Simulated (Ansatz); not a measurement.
## Geometry relaxation, with input and output: Ti$_{4}$NO$_{8}$ (part 4 of 4)

Continued. System: Ti$_{4}$NO$_{8}$ (slab, 26 atoms in the cell). Method: DFT PBEsol, scalar-relativistic, plane waves, PAW, no spin polarisation (Ansatz 0.2.0); cutoff 420 eV, 2×2×1 k-mesh, Fermi–Dirac smearing of 0.02 eV. The structure derives from an entry of the Crystallography Open Database. The input holds or restrains some coordinates. Forces given for the steps count only the free coordinates. It belongs to a series of runs on one base structure; here: end point A relaxed.

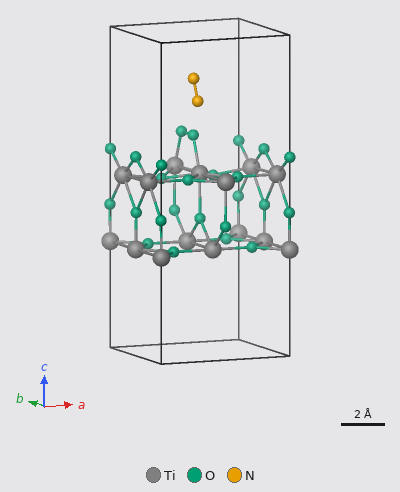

The geometry at step 44 of the log (ball-and-stick view of the cell of the calculation, with the vacuum cut short, seen slightly off an axis).

**Trajectory as extended XYZ, continued**
```
26
Lattice="6.5205 0.0000 0.0000 0.0000 5.9464 0.0000 0.0000 0.0000 18.2510" Properties=species:S:1:pos:R:3:forces:R:3 step=29 energy=-29542.31468 accepted=F
Ti    0.0000    0.0000    1.0000   -0.0004   0.1177   3.6235
Ti    3.2603    1.4866    1.0000    0.0010   0.0033   3.7804
O    -0.0003    0.0425    2.7370    0.0013   0.0005  -0.0033
O     1.2695    1.4866    1.0000    1.2978  -0.0002  -2.4578
O     3.2603    0.0000    2.2695    0.0020   0.2106  -2.8787
O     5.2510    1.4866    1.0000   -1.2987  -0.0001  -2.4590
Ti    3.2595   -0.0363    4.3691   -0.0010   0.0000   0.0038
Ti   -0.0031    1.4873    4.3622   -0.0002  -0.0019   0.0014
O     3.2549   -0.7987    6.0864    0.0014  -0.0241   0.0031
O     4.5142    1.4874    4.3494    0.0040   0.0010   0.0000
O     6.5217   -0.0176    5.3547    0.0030   0.0060   0.0035
O     2.0085    1.4873    4.3515   -0.0075   0.0004  -0.0003
Ti    0.0000    2.9732    1.0000   -0.0004  -0.1169   3.6224
Ti    3.2603    4.4598    1.0000   -0.0006  -0.0033   4.1784
O    -0.0003    2.9312    2.7369    0.0010  -0.0019  -0.0014
O     1.2695    4.4598    1.0000    1.2168   0.0009  -2.2658
O     3.2603    2.9732    2.2695    0.0024  -0.2090  -2.8761
O     5.2510    4.4598    1.0000   -1.2172   0.0008  -2.2661
Ti    3.2583    3.0113    4.3708    0.0006   0.0041  -0.0113
Ti   -0.0006    4.4605    4.3000    0.0013   0.0002  -0.0031
O     3.2547    3.7763    6.0866    0.0022   0.0086   0.0088
O     4.5736    4.4604    4.0367    0.0047  -0.0022  -0.0048
O     6.5218    2.9918    5.3548    0.0024  -0.0039   0.0045
O     1.9481    4.4602    4.0320   -0.0117  -0.0001   0.0004
N     2.1451    1.5775    9.1883    1.6343  -0.2728  -2.0916
N     2.8260    1.4663    8.3059   -1.6384   0.2823   2.0892
26
Lattice="6.5205 0.0000 0.0000 0.0000 5.9464 0.0000 0.0000 0.0000 18.2510" Properties=species:S:1:pos:R:3:forces:R:3 step=32 energy=-29542.34225
Ti    0.0000    0.0000    1.0000    0.0014   0.1179   3.6143
Ti    3.2603    1.4866    1.0000   -0.0002  -0.0010   3.7772
O     0.0002    0.0426    2.7364   -0.0015  -0.0028   0.0068
O     1.2695    1.4866    1.0000    1.3012   0.0005  -2.4599
O     3.2603    0.0000    2.2695    0.0039   0.2082  -2.8862
O     5.2510    1.4866    1.0000   -1.3016   0.0005  -2.4588
Ti    3.2610   -0.0374    4.3671   -0.0264   0.0184   0.0362
Ti   -0.0025    1.4870    4.3622    0.0209   0.0006  -0.0110
O     3.2576   -0.8014    6.0851    0.0010  -0.0079  -0.0106
O     4.5144    1.4870    4.3483    0.0217  -0.0022  -0.0029
O     6.5233   -0.0172    5.3545   -0.0041  -0.0131   0.0051
O     2.0095    1.4869    4.3485   -0.0104  -0.0007   0.0027
Ti    0.0000    2.9732    1.0000    0.0014  -0.1172   3.6150
Ti    3.2603    4.4598    1.0000   -0.0009   0.0012   4.1688
O     0.0002    2.9310    2.7365   -0.0015   0.0016   0.0059
O     1.2695    4.4598    1.0000    1.2196   0.0000  -2.2672
O     3.2603    2.9732    2.2695    0.0035  -0.2072  -2.8891
O     5.2510    4.4598    1.0000   -1.2197   0.0000  -2.2659
Ti    3.2613    3.0113    4.3668   -0.0273  -0.0243   0.0317
Ti    0.0000    4.4602    4.2997    0.0223   0.0000   0.0028
O     3.2571    3.7738    6.0850    0.0046   0.0152  -0.0082
O     4.5745    4.4600    4.0342    0.0169   0.0001  -0.0050
O     6.5235    2.9911    5.3545   -0.0045   0.0120   0.0052
O     1.9486    4.4601    4.0317   -0.0161   0.0010  -0.0035
N     2.1143    1.5313    9.1633    0.1125  -0.0045  -0.1133
N     2.8022    1.5039    8.3041   -0.1163   0.0039   0.1095
26
Lattice="6.5205 0.0000 0.0000 0.0000 5.9464 0.0000 0.0000 0.0000 18.2510" Properties=species:S:1:pos:R:3:forces:R:3 step=35 energy=-29542.34380
Ti    0.0000    0.0000    1.0000    0.0015   0.1174   3.6272
Ti    3.2603    1.4866    1.0000    0.0004  -0.0001   3.7792
O     0.0005    0.0423    2.7370    0.0005   0.0024  -0.0044
O     1.2695    1.4866    1.0000    1.2991  -0.0001  -2.4598
O     3.2603    0.0000    2.2695    0.0002   0.2106  -2.8749
O     5.2510    1.4866    1.0000   -1.2986  -0.0001  -2.4578
Ti    3.2598   -0.0368    4.3702    0.0053  -0.0082  -0.0126
Ti   -0.0016    1.4867    4.3626   -0.0030  -0.0005   0.0083
O     3.2586   -0.8010    6.0861    0.0001   0.0033   0.0070
O     4.5157    1.4865    4.3486   -0.0124   0.0013   0.0021
O     6.5224   -0.0182    5.3555    0.0008   0.0103  -0.0025
O     2.0089    1.4866    4.3526    0.0052   0.0007  -0.0036
Ti    0.0000    2.9732    1.0000    0.0015  -0.1176   3.6269
Ti    3.2603    4.4598    1.0000   -0.0009   0.0002   4.1800
O     0.0005    2.9308    2.7370    0.0004  -0.0017  -0.0038
O     1.2695    4.4598    1.0000    1.2178  -0.0001  -2.2669
O     3.2603    2.9732    2.2695    0.0003  -0.2107  -2.8744
O     5.2510    4.4598    1.0000   -1.2168  -0.0001  -2.2650
Ti    3.2601    3.0102    4.3700    0.0052   0.0099  -0.0091
Ti    0.0002    4.4599    4.3003   -0.0034  -0.0001  -0.0006
O     3.2588    3.7748    6.0861   -0.0006  -0.0057   0.0054
O     4.5747    4.4598    4.0346   -0.0109   0.0001   0.0036
O     6.5224    2.9914    5.3556    0.0006  -0.0102  -0.0026
O     1.9477    4.4597    4.0330    0.0120   0.0000   0.0033
N     2.1390    1.5298    9.1855    0.1570  -0.0063  -0.1990
N     2.7656    1.5044    8.2797   -0.1613   0.0055   0.1938
26
Lattice="6.5205 0.0000 0.0000 0.0000 5.9464 0.0000 0.0000 0.0000 18.2510" Properties=species:S:1:pos:R:3:forces:R:3 step=38 energy=-29542.34943
Ti    0.0000    0.0000    1.0000   -0.0002   0.1105   3.6285
Ti    3.2603    1.4866    1.0000   -0.0004   0.0009   3.7806
O     0.0000    0.0390    2.7372    0.0002   0.0244  -0.0119
O     1.2695    1.4866    1.0000    1.2959  -0.0007  -2.4541
O     3.2603    0.0000    2.2695   -0.0012   0.2110  -2.8799
O     5.2510    1.4866    1.0000   -1.2955  -0.0007  -2.4540
Ti    3.2617   -0.0354    4.3690   -0.0026   0.0014   0.0084
Ti    0.0031    1.4902    4.3649   -0.0103   0.0003  -0.0232
O     3.2631   -0.7992    6.0861    0.0017   0.0016  -0.0019
O     4.5126    1.4882    4.3495   -0.0028  -0.0009  -0.0001
O     6.5180   -0.0155    5.3552    0.0095  -0.0210  -0.0037
O     2.0059    1.4882    4.3478    0.0042  -0.0007   0.0046
Ti    0.0000    2.9732    1.0000   -0.0002  -0.1166   3.6295
Ti    3.2603    4.4598    1.0000    0.0003  -0.0003   4.1764
O     0.0001    2.9315    2.7373    0.0001  -0.0029  -0.0078
O     1.2695    4.4598    1.0000    1.2183  -0.0021  -2.2695
O     3.2603    2.9732    2.2695   -0.0013  -0.2071  -2.8801
O     5.2510    4.4598    1.0000   -1.2184  -0.0021  -2.2696
Ti    3.2618    3.0117    4.3696   -0.0028   0.0013   0.0063
Ti    0.0002    4.4630    4.2972    0.0050   0.0022   0.0372
O     3.2630    3.7764    6.0865    0.0029  -0.0026  -0.0012
O     4.5727    4.4609    4.0322    0.0026   0.0007   0.0028
O     6.5182    2.9945    5.3559    0.0089   0.0035  -0.0070
O     1.9472    4.4610    4.0353   -0.0100   0.0010  -0.0006
N     2.2150    1.5276    9.2204   -0.0061   0.0005   0.0445
N     2.5624    1.5058    8.1774    0.0019  -0.0018  -0.0544
26
Lattice="6.5205 0.0000 0.0000 0.0000 5.9464 0.0000 0.0000 0.0000 18.2510" Properties=species:S:1:pos:R:3:forces:R:3 step=41 energy=-29542.35063
Ti    0.0000    0.0000    1.0000    0.0004   0.1194   3.6109
Ti    3.2603    1.4866    1.0000   -0.0006  -0.0033   3.7825
O     0.0002    0.0432    2.7363   -0.0016  -0.0054   0.0208
O     1.2695    1.4866    1.0000    1.2998   0.0028  -2.4601
O     3.2603    0.0000    2.2695    0.0016   0.2087  -2.8671
O     5.2510    1.4866    1.0000   -1.2993   0.0027  -2.4593
Ti    3.2619   -0.0346    4.3723   -0.0068  -0.0075  -0.0180
Ti    0.0039    1.4897    4.3637   -0.0024  -0.0042  -0.0216
O     3.2643   -0.7993    6.0889   -0.0007   0.0001  -0.0010
O     4.5124    1.4883    4.3510    0.0154  -0.0006   0.0081
O     6.5231   -0.0163    5.3552   -0.0106   0.0110   0.0107
O     2.0066    1.4883    4.3477    0.0062  -0.0003   0.0023
Ti    0.0000    2.9732    1.0000    0.0003  -0.1181   3.6181
Ti    3.2603    4.4598    1.0000    0.0001   0.0043   4.1799
O     0.0001    2.9313    2.7368   -0.0013   0.0005   0.0127
O     1.2695    4.4598    1.0000    1.2176  -0.0007  -2.2663
O     3.2603    2.9732    2.2695    0.0013  -0.2030  -2.8689
O     5.2510    4.4598    1.0000   -1.2177  -0.0006  -2.2657
Ti    3.2621    3.0122    4.3711   -0.0072   0.0046  -0.0055
Ti    0.0013    4.4629    4.2998    0.0063  -0.0084  -0.0068
O     3.2641    3.7762    6.0882    0.0008  -0.0013   0.0029
O     4.5734    4.4615    4.0359    0.0015  -0.0001  -0.0101
O     6.5233    2.9934    5.3555   -0.0114   0.0005   0.0085
O     1.9471    4.4616    4.0368    0.0133   0.0000  -0.0028
N     2.2683    1.5036    9.1532    0.0943  -0.0020  -0.3834
N     2.5196    1.4973    8.0796   -0.0991   0.0007   0.3764
26
Lattice="6.5205 0.0000 0.0000 0.0000 5.9464 0.0000 0.0000 0.0000 18.2510" Properties=species:S:1:pos:R:3:forces:R:3 step=44 energy=-29542.35183
Ti    0.0000    0.0000    1.0000    0.0006   0.1193   3.6317
Ti    3.2603    1.4866    1.0000   -0.0004  -0.0033   3.7829
O     0.0003    0.0430    2.7373    0.0015  -0.0059  -0.0127
O     1.2695    1.4866    1.0000    1.2976   0.0012  -2.4592
O     3.2603    0.0000    2.2695    0.0022   0.2092  -2.8767
O     5.2510    1.4866    1.0000   -1.2968   0.0011  -2.4578
Ti    3.2618   -0.0358    4.3710   -0.0046   0.0058  -0.0062
Ti    0.0025    1.4887    4.3623    0.0017  -0.0045  -0.0005
O     3.2649   -0.8007    6.0873    0.0015  -0.0035   0.0044
O     4.5146    1.4874    4.3507   -0.0039   0.0035  -0.0018
O     6.5220   -0.0161    5.3554    0.0003  -0.0103  -0.0010
O     2.0082    1.4874    4.3475    0.0042   0.0037  -0.0027
Ti    0.0000    2.9732    1.0000    0.0005  -0.1181   3.6296
Ti    3.2603    4.4598    1.0000    0.0004   0.0040   4.1780
O     0.0002    2.9311    2.7373    0.0017   0.0035  -0.0094
O     1.2695    4.4598    1.0000    1.2154   0.0001  -2.2654
O     3.2603    2.9732    2.2695    0.0021  -0.2055  -2.8768
O     5.2510    4.4598    1.0000   -1.2150   0.0002  -2.2646
Ti    3.2621    3.0113    4.3696   -0.0048  -0.0082   0.0062
Ti    0.0011    4.4619    4.2998    0.0028  -0.0005   0.0090
O     3.2649    3.7748    6.0870    0.0015   0.0007   0.0003
O     4.5746    4.4611    4.0341    0.0037  -0.0031  -0.0055
O     6.5221    2.9924    5.3553    0.0000   0.0108   0.0001
O     1.9489    4.4611    4.0356   -0.0068  -0.0030   0.0011
N     2.2841    1.4815    9.1072    0.0113  -0.0015  -0.0480
N     2.4900    1.4773    8.0264   -0.0168   0.0041   0.0449
26
Lattice="6.5205 0.0000 0.0000 0.0000 5.9464 0.0000 0.0000 0.0000 18.2510" Properties=species:S:1:pos:R:3:forces:R:3 step=47 energy=-29542.35211
Ti    0.0000    0.0000    1.0000    0.0014   0.1236   3.6477
Ti    3.2603    1.4866    1.0000   -0.0013   0.0033   3.7821
O     0.0006    0.0444    2.7378   -0.0020  -0.0253  -0.0257
O     1.2695    1.4866    1.0000    1.2987   0.0002  -2.4613
O     3.2603    0.0000    2.2695   -0.0019   0.2052  -2.8801
O     5.2510    1.4866    1.0000   -1.2971   0.0002  -2.4586
Ti    3.2610   -0.0378    4.3692    0.0024   0.0384  -0.0048
Ti    0.0025    1.4856    4.3635    0.0009  -0.0050  -0.0424
O     3.2689   -0.8005    6.0859   -0.0019  -0.0052   0.0167
O     4.5134    1.4856    4.3500   -0.0205   0.0057   0.0007
O     6.5202   -0.0180    5.3553   -0.0015  -0.0452   0.0186
O     2.0060    1.4858    4.3476    0.0274   0.0043  -0.0045
Ti    0.0000    2.9732    1.0000    0.0015  -0.1196   3.6443
Ti    3.2603    4.4598    1.0000    0.0003  -0.0037   4.1781
O     0.0007    2.9308    2.7377   -0.0022   0.0090  -0.0230
O     1.2695    4.4598    1.0000    1.2152   0.0021  -2.2639
O     3.2603    2.9732    2.2695   -0.0019  -0.2075  -2.8764
O     5.2510    4.4598    1.0000   -1.2139   0.0020  -2.2627
Ti    3.2613    3.0101    4.3705    0.0025  -0.0328  -0.0091
Ti   -0.0002    4.4588    4.3004   -0.0025  -0.0061   0.0057
O     3.2693    3.7751    6.0865   -0.0045  -0.0023   0.0119
O     4.5731    4.4592    4.0319    0.0193  -0.0021  -0.0043
O     6.5201    2.9883    5.3554   -0.0015   0.0647   0.0156
O     1.9477    4.4593    4.0375   -0.0121  -0.0039  -0.0014
N     2.2874    1.4782    9.0891   -0.0005   0.0003  -0.0122
N     2.4164    1.4839    7.9968   -0.0042  -0.0001   0.0112
26
Lattice="6.5205 0.0000 0.0000 0.0000 5.9464 0.0000 0.0000 0.0000 18.2510" Properties=species:S:1:pos:R:3:forces:R:3 step=50 energy=-29542.35289
Ti    0.0000    0.0000    1.0000    0.0015   0.1157   3.5946
Ti    3.2603    1.4866    1.0000   -0.0012  -0.0001   3.7781
O     0.0007    0.0417    2.7358   -0.0002   0.0086   0.0382
O     1.2695    1.4866    1.0000    1.3019  -0.0001  -2.4606
O     3.2603    0.0000    2.2695    0.0006   0.2068  -2.8709
O     5.2510    1.4866    1.0000   -1.3002  -0.0002  -2.4574
Ti    3.2617   -0.0370    4.3704    0.0034  -0.0293   0.0020
Ti    0.0041    1.4844    4.3622   -0.0041   0.0074   0.0183
O     3.2696   -0.8020    6.0885   -0.0016   0.0086  -0.0180
O     4.5137    1.4865    4.3510    0.0206  -0.0077   0.0038
O     6.5227   -0.0203    5.3555   -0.0056   0.0425  -0.0051
O     2.0086    1.4865    4.3443   -0.0192  -0.0069   0.0034
Ti    0.0000    2.9732    1.0000    0.0015  -0.1151   3.5982
Ti    3.2603    4.4598    1.0000    0.0006  -0.0002   4.1796
O     0.0007    2.9315    2.7359    0.0000  -0.0090   0.0318
O     1.2695    4.4598    1.0000    1.2209  -0.0001  -2.2689
O     3.2603    2.9732    2.2695    0.0005  -0.2077  -2.8733
O     5.2510    4.4598    1.0000   -1.2195  -0.0001  -2.2674
Ti    3.2617    3.0091    4.3701    0.0031   0.0261  -0.0025
Ti    0.0000    4.4578    4.3000    0.0053   0.0023  -0.0179
O     3.2693    3.7734    6.0876    0.0002  -0.0040  -0.0059
O     4.5752    4.4593    4.0318   -0.0160   0.0036   0.0041
O     6.5227    2.9910    5.3552   -0.0057  -0.0454  -0.0037
O     1.9482    4.4593    4.0378    0.0164   0.0044  -0.0018
N     2.1067    1.4838    9.0212    0.0119   0.0004  -0.1427
N     2.2329    1.4856    7.9276   -0.0152  -0.0006   0.1440
26
Lattice="6.5205 0.0000 0.0000 0.0000 5.9464 0.0000 0.0000 0.0000 18.2510" Properties=species:S:1:pos:R:3:forces:R:3 step=53 energy=-29542.32817 accepted=F
Ti    0.0000    0.0000    1.0000   -0.0019   0.1379   3.9403
Ti    3.2603    1.4866    1.0000   -0.0002   0.0056   3.8089
O    -0.0008    0.0474    2.7507    0.0066  -0.1171  -0.4248
O     1.2695    1.4866    1.0000    1.2694  -0.0041  -2.4522
O     3.2603    0.0000    2.2695    0.0075   0.2082  -2.9550
O     5.2510    1.4866    1.0000   -1.2695  -0.0028  -2.4536
Ti    3.2632   -0.0395    4.3651   -0.0617   0.3328  -0.0548
Ti   -0.0053    1.4956    4.3626    0.0818  -0.0346  -0.1628
O     3.2482   -0.7928    6.0725    0.0398  -0.0945   0.2186
O     4.5224    1.4840    4.3474   -0.2894   0.0876  -0.0341
O     6.5125    0.0051    5.3572    0.0410  -0.5925   0.0272
O     1.9999    1.4846    4.3588    0.2931   0.0735  -0.0812
Ti    0.0000    2.9732    1.0000   -0.0008  -0.1425   3.8943
Ti    3.2603    4.4598    1.0000   -0.0001  -0.0050   4.1755
O    -0.0003    2.9239    2.7486    0.0024   0.1376  -0.3548
O     1.2695    4.4598    1.0000    1.1792   0.0028  -2.2433
O     3.2603    2.9732    2.2695    0.0105  -0.2043  -2.9007
O     5.2510    4.4598    1.0000   -1.1818   0.0016  -2.2433
Ti    3.2639    3.0143    4.3692   -0.0535  -0.2574   0.0035
Ti    0.0072    4.4678    4.3031   -0.0392   0.0193   0.2348
O     3.2577    3.7829    6.0809   -0.0177  -0.0036   0.0706
O     4.5704    4.4640    4.0399    0.1761  -0.0524  -0.0516
O     6.5137    2.9814    5.3595    0.0347   0.5583   0.0107
O     1.9558    4.4637    4.0258   -0.2224  -0.0729   0.0244
N     1.9290    1.4781    8.9715   -0.0819   0.0069   0.3710
N     2.1610    1.4278    7.9003    0.0783   0.0110  -0.3669
26
Lattice="6.5205 0.0000 0.0000 0.0000 5.9464 0.0000 0.0000 0.0000 18.2510" Properties=species:S:1:pos:R:3:forces:R:3 step=56 energy=-29542.35366
Ti    0.0000    0.0000    1.0000    0.0002   0.1171   3.6225
Ti    3.2603    1.4866    1.0000   -0.0011  -0.0006   3.7811
O     0.0002    0.0421    2.7370   -0.0001  -0.0001  -0.0007
O     1.2695    1.4866    1.0000    1.2985   0.0001  -2.4587
O     3.2603    0.0000    2.2695    0.0008   0.2067  -2.8786
O     5.2510    1.4866    1.0000   -1.2975   0.0001  -2.4575
Ti    3.2615   -0.0371    4.3701    0.0009   0.0007  -0.0019
Ti    0.0035    1.4865    4.3623   -0.0013   0.0000   0.0001
O     3.2675   -0.8013    6.0872   -0.0006  -0.0004   0.0000
O     4.5132    1.4865    4.3511    0.0010   0.0000   0.0003
O     6.5209   -0.0180    5.3553    0.0000   0.0004   0.0003
O     2.0069    1.4864    4.3441    0.0014   0.0002   0.0009
Ti    0.0000    2.9732    1.0000    0.0002  -0.1170   3.6222
Ti    3.2603    4.4598    1.0000    0.0009   0.0005   4.1796
O     0.0002    2.9312    2.7369   -0.0002  -0.0004  -0.0004
O     1.2695    4.4598    1.0000    1.2170   0.0000  -2.2664
O     3.2603    2.9732    2.2695    0.0008  -0.2069  -2.8780
O     5.2510    4.4598    1.0000   -1.2165   0.0000  -2.2665
Ti    3.2614    3.0098    4.3699    0.0009  -0.0002  -0.0004
Ti    0.0004    4.4597    4.2998   -0.0015   0.0004   0.0006
O     3.2674    3.7740    6.0870   -0.0003   0.0001   0.0007
O     4.5739    4.4598    4.0323    0.0002  -0.0001   0.0001
O     6.5210    2.9911    5.3552   -0.0005  -0.0009   0.0003
O     1.9479    4.4598    4.0367   -0.0010   0.0002   0.0001
N     1.9234    1.4856    8.9876   -0.0015   0.0000   0.0011
N     2.1387    1.4861    7.9091   -0.0007   0.0000  -0.0010
```

**Summary**

```json
{"quantity": "outcome", "value": "converged under the restraints of the input"}
{"quantity": "electrons treated", "value": "202"}
{"quantity": "free energy", "value": "−29542.3537 eV"}
{"quantity": "Fermi energy", "value": "0.826 eV"}
{"quantity": "final volume", "value": "707.66 Å³"}
{"quantity": "largest force (length of the vector) at the end, held atoms and coordinates included", "value": "4.180 eV/Å"}
{"quantity": "wall time", "value": "13 min (CPU time 26 min)"}
{"quantity": "peak memory", "value": "1.4 GiB"}
```

**Notes**

The k-point mesh is coarse for a cell of this size, so the results may not be converged.
